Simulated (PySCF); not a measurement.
# CH5GeO (SMILES [CH3][GeH][OH]): levels of theory compared

We compute a comparison of 6 runs (U-wB97X/cc-pVDZ, UB3LYP/cc-pVDZ, UBHLYP/cc-pVDZ, UCAM-B3LYP/cc-pVDZ, UM06-2X/cc-pVDZ, USCS-MP2/cc-pVDZ) of CH5GeO. Input form: a Python script.

The results are computed with PySCF 2.14.0.

## Step 1: The structure to begin with

CH5GeO: 8 atoms, total charge 0, spin state doublet. As SMILES, `[CH3][GeH][OH]`. The shape is that of a PBE0-D4/def2-TZVP optimisation.

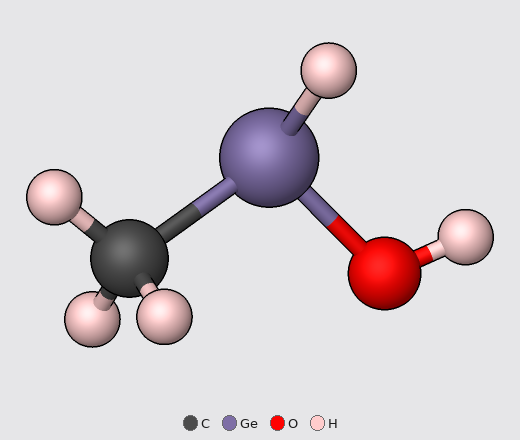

Viewed from a chosen angle; carbon dark grey, germanium purple, oxygen red, hydrogen pink.

## Step 2: A single-point energy at U-wB97X/cc-pVDZ (run 1)

calc.py

```python
from pyscf import gto, dft

mol = gto.M(
    atom=[
    ('C', (-0.669700, 0.837400, -0.542800)),
    ('Ge', (0.882200, -0.278900, -0.139000)),
    ('O', (0.160100, -1.768900, 0.546400)),
    ('H', (-0.349800, 1.807700, -0.923500)),
    ('H', (-1.247600, 0.978300, 0.373300)),
    ('H', (-1.296000, 0.347300, -1.287700)),
    ('H', (1.802100, 0.357700, 0.954000)),
    ('H', (0.810900, -2.337900, 0.963600)),
],
    max_memory=1860,
    basis='cc-pvdz',
    verbose=4,
    spin=1,
    charge=0,
)

mf = dft.UKS(mol)
mf.xc = 'wb97x'
mf.conv_tol = 1e-10
mf.grids.level = 5
mf.kernel()
if not mf.converged:
    mf = mf.newton().run(mf.mo_coeff, mf.mo_occ)

e_final = mf.e_tot
print('Final energy', e_final)
```

Run with:

```
$ OMP_NUM_THREADS=1 python calc.py
```

Log:

```text
PySCF version 2.14.0

[... 56 lines left out ...]
WARN: HOMO -0.151375216865846 >= LUMO -0.151375216865845
[... 50 lines left out ...]
converged SCF energy = -2193.30124376271  <S^2> = 0.75273649  2S+1 = 2.0027346
Final energy -2193.301243762707
```

Wall time 46 s (1 thread of Arm Neoverse V1, shared host); peak memory 0.43 GiB.

## Step 3: A single-point energy at UB3LYP/cc-pVDZ (run 2)

calc.py

```python
from pyscf import gto, dft

mol = gto.M(
    atom=[
    ('C', (-0.669700, 0.837400, -0.542800)),
    ('Ge', (0.882200, -0.278900, -0.139000)),
    ('O', (0.160100, -1.768900, 0.546400)),
    ('H', (-0.349800, 1.807700, -0.923500)),
    ('H', (-1.247600, 0.978300, 0.373300)),
    ('H', (-1.296000, 0.347300, -1.287700)),
    ('H', (1.802100, 0.357700, 0.954000)),
    ('H', (0.810900, -2.337900, 0.963600)),
],
    basis='cc-pvdz',
    verbose=3,
    spin=1,
    charge=0,
    max_memory=1860,
)

myscf = dft.UKS(mol)
myscf.xc = 'b3lyp'
myscf.conv_tol = 1e-10
myscf.grids.level = 5
myscf.kernel()
if not myscf.converged:
    myscf = myscf.newton().run(myscf.mo_coeff, myscf.mo_occ)

energy = myscf.e_tot
print('E = %.10f Eh' % energy)
```

Run with:

```
$ OMP_NUM_THREADS=1 python calc.py
```

Log:

```text
WARN: HOMO -0.175078657411477 >= LUMO -0.175078657411483

converged SCF energy = -2193.33861266775  <S^2> = 0.75159569  2S+1 = 2.001595
E = -2193.3386126678 Eh
```

It took 35 s on 1 thread of Arm Neoverse V1, shared host; peak memory 0.43 GiB.

## Step 4: A single-point energy at UBHLYP/cc-pVDZ (run 3)

mol.xyz

```xyz
8

C     -0.669700     0.837400    -0.542800
Ge     0.882200    -0.278900    -0.139000
O      0.160100    -1.768900     0.546400
H     -0.349800     1.807700    -0.923500
H     -1.247600     0.978300     0.373300
H     -1.296000     0.347300    -1.287700
H      1.802100     0.357700     0.954000
H      0.810900    -2.337900     0.963600
```

input.py

```python
from pyscf import gto, dft

system = gto.M(
    atom='mol.xyz',
    charge=0,
    verbose=4,
    max_memory=1860,
    spin=1,
    basis='cc-pvdz',
)

myscf = dft.UKS(system, xc='bhandhlyp')
myscf.conv_tol = 1e-10
myscf.grids.level = 5
myscf.kernel()
if not myscf.converged:
    myscf = myscf.newton().run(myscf.mo_coeff, myscf.mo_occ)

e_final = myscf.e_tot
print('Final energy', e_final)
```

Run with:

```
$ OMP_NUM_THREADS=1 python input.py
```

Log:

```text
PySCF version 2.14.0

[... 57 lines left out ...]
WARN: HOMO -0.160829447081185 >= LUMO -0.160829447081186
[... 50 lines left out ...]
converged SCF energy = -2193.2054745906  <S^2> = 0.75297971  2S+1 = 2.0029775
Final energy -2193.2054745905984
```

It took 34 s on 1 thread of Arm Neoverse V1, shared host; peak memory 0.43 GiB.

Runs 4 to 5 aren't shown in full; the table further down has their settings and results.

## Step 5: A single-point energy at USCS-MP2/cc-pVDZ (run 6)

input.xyz

```xyz
8
CH5GeO
C     -0.669700     0.837400    -0.542800
Ge     0.882200    -0.278900    -0.139000
O      0.160100    -1.768900     0.546400
H     -0.349800     1.807700    -0.923500
H     -1.247600     0.978300     0.373300
H     -1.296000     0.347300    -1.287700
H      1.802100     0.357700     0.954000
H      0.810900    -2.337900     0.963600
```

input.py

```python
from pyscf import gto, mp

mol = gto.M(
    atom='input.xyz',
    spin=1,
    max_memory=1860,
    basis='cc-pvdz',
    verbose=3,
)

calc0 = mol.UHF()
calc0.conv_tol = 1e-10
calc0.kernel()
if not calc0.converged:
    calc0 = calc0.newton().run(calc0.mo_coeff, calc0.mo_occ)

pt = mp.MP2(calc0, frozen=11).run()
e_final = calc0.e_tot + 1.2 * pt.e_corr_os + pt.e_corr_ss / 3
print('E(%s) = %.9f' % ('SCS-MP2', e_final))
```

Run with:

```
$ OMP_NUM_THREADS=1 python input.py
```

Log:

```text
converged SCF energy = -2190.97020967028  <S^2> = 0.75436097  2S+1 = 2.0043562
E(UMP2) = -2191.40821848354  E_corr = -0.438008813255138
E(SCS-UMP2) = -2191.4030891492  E_corr = -0.432879478923462
E(SCS-MP2) = -2191.403089149
```

It took 3.3 s on 1 thread of Arm Neoverse V1, shared host; peak memory 0.19 GiB.

## Step 6: The series

| run | level | integration grid | frozen core orbitals | energy (Eh) | dipole moment (D) of the reference | HOMO energy (eV) | LUMO energy (eV) | wall time |
| --- | --- | --- | --- | --- | --- | --- | --- | --- |
| 1 | U-wB97X/cc-pVDZ | 5 | – | -2193.301244 | 0.83 | -7.71 | -0.74 | 46 s |
| 2 | UB3LYP/cc-pVDZ | 5 | – | -2193.338613 | 0.74 | -5.27 | -2.59 | 35 s |
| 3 | UBHLYP/cc-pVDZ | 5 | – | -2193.205475 | 0.99 | -6.60 | -1.42 | 34 s |
| 4 | UCAM-B3LYP/cc-pVDZ | 5 | – | -2193.357301 | 0.85 | -6.79 | -1.26 | 47 s |
| 5 | UM06-2X/cc-pVDZ | 5 | – | -2193.250317 | 0.95 | -6.64 | -1.60 | 65 s |
| 6 | USCS-MP2/cc-pVDZ | – | 11 | -2191.403089 | 1.28 | -8.60 | 1.52 | 3.3 s |

## Step 7: Results

| quantity | value |
| --- | --- |
| run 6: total energy | -2191.40309 Eh |
| run 6: dipole moment (Hartree–Fock density) | 1.28 D |
| run 6: HOMO energy (Hartree–Fock orbitals) (highest over α and β) | -8.60 eV |
| run 6: LUMO energy (Hartree–Fock orbitals) (lowest over α and β) | 1.52 eV |
| run 6: correlation energy (11 core orbitals frozen) | -432.9 mEh |
| run 6: ⟨S²⟩ | 0.754 |

In words: Among the runs that give it from their own density at one geometry, the dipole moment runs from 0.74 D (UB3LYP/cc-pVDZ) to 0.99 D (UBHLYP/cc-pVDZ). Totals of different functionals can't be ranked against each other. All runs together took 3.8 min, the longest 65 s.
